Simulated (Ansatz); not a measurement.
**C2H4Zn (SMILES [CH2+][CH2][Zn]) (charge +1, doublet): density, localisation and related maps**

```xyz
7

C    -1.9896    1.2808   -0.5309
C    -2.3421    0.0911    0.0506
Zn   -2.4537   -1.2261   -1.7029
H    -0.9386    1.5575   -0.6742
H    -2.7466    1.9905   -0.8844
H    -1.5782   -0.5204    0.5559
H    -3.3882   -0.0870    0.3455
```

Geometry: r2SCAN-D4/def2-SVP.

These are results of isolated molecule in a Gaussian basis; Kohn-Sham density functional theory, functional PBE0 in Ansatz 0.2.0, not measurements.

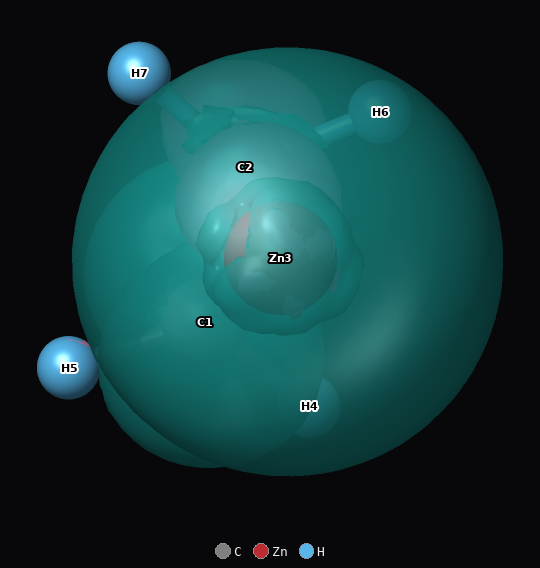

Figure 1. Isosurfaces of the spin density at +0.015 (teal) and −0.015 e/Å³ (pink), seen at an oblique angle.

Q: Describe the spin distribution.

A: The unpaired spin (1 electron) lies mostly on Zn3 (about 0.7) and C1 (about 0.2), in electrons by Hirshfeld's partition.

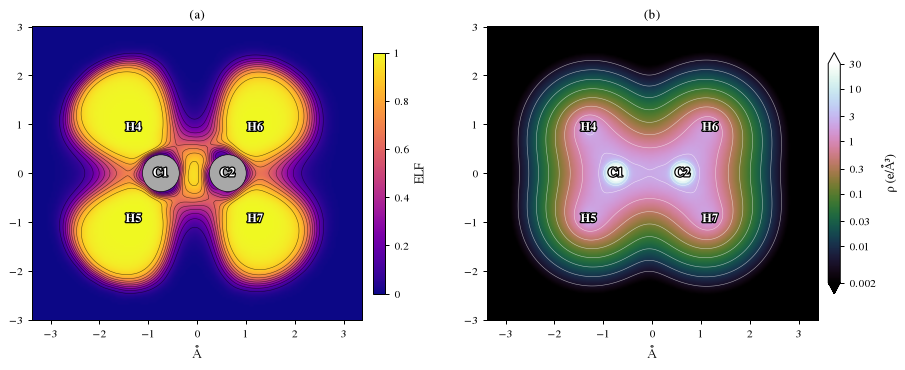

Figure 2. (a) ELF; (b) total electron density on the plane of atoms C2, C1 and H4. Grey discs cover the atomic cores in the ELF map.

Q: Interpret the plot.

A: Atoms in the plane: C and H. C–C (1.37 Å): ρ at the midpoint is about 2.2 e/Å³; the ELF peaks at about 0.95 between the atoms (localised, covalent bonding). C–H (1.10 Å): ρ is about 2.1 e/Å³ halfway; the ELF climbs to about 1 towards the hydrogen, as it does in any bond to H; an ordinary covalent bond to hydrogen.

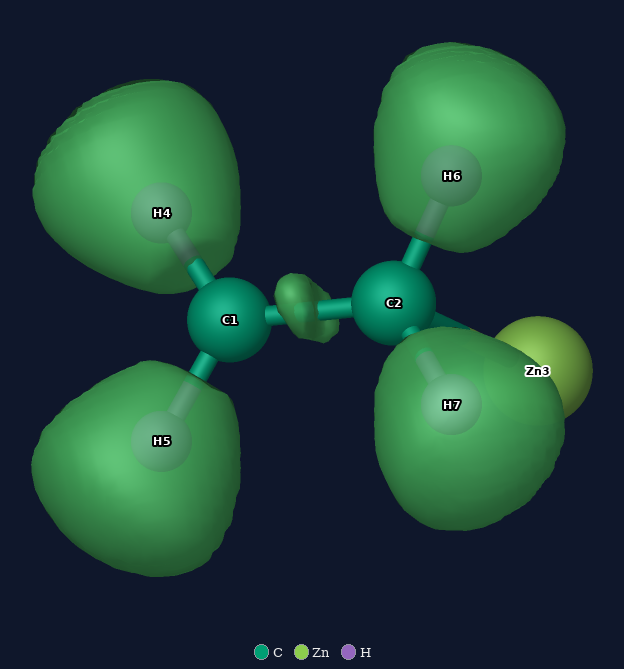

Figure 3. Isosurface of the electron localisation function at 0.9 (green), seen from one side. Core shells and regions of very low density are left out.

Q: Identify the bonds, lone pairs and shells in this picture.

A: At this value the surface marks out one region between bonded C–C atoms (shared pairs) and four regions around hydrogen nuclei.


 C–Zn (2.20 Å): the ELF peaks at about 0.70 in the valence shell of C, 0.7 Å from its nucleus, and is about 0.30 at the midpoint.

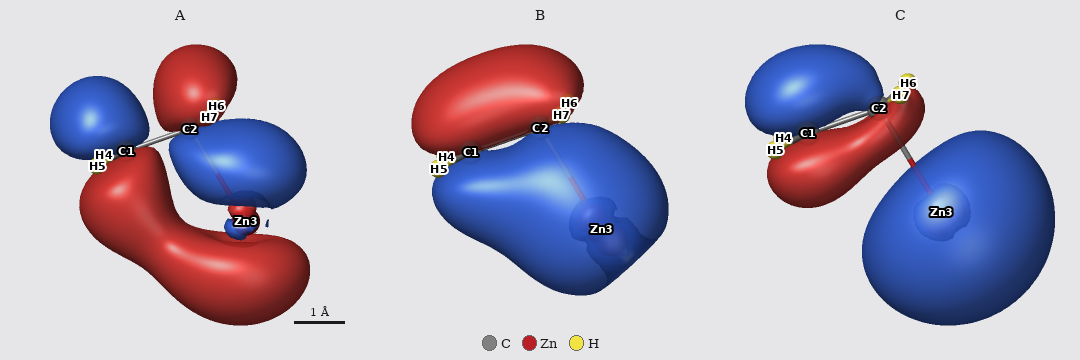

Figure 4. Three frontier orbitals at ±0.08 Å⁻³ᐟ² (blue and red are the two phases), in no order.

Q: Order the three orbitals by energy and name them. All are α orbitals.

A: B is the HOMO−1 (α) (−15.61 eV). Its weight (Hirshfeld) is mainly on C2 (about 35 %), Zn3 (about 30 %) and C1 (about 30 %). C is the HOMO (α) (−11.92 eV). Its weight (Hirshfeld) is mainly on Zn3 (about 70 %), C1 (about 15 %) and C2 (about 5 %). A is the LUMO (α) (−7.40 eV). Its weight (Hirshfeld) is mainly on Zn3 (about 30 %), C1 (about 30 %) and C2 (about 25 %).

Q: What is the gap between the highest occupied and lowest empty α orbitals?

A: 4.52 eV between the orbital energies.
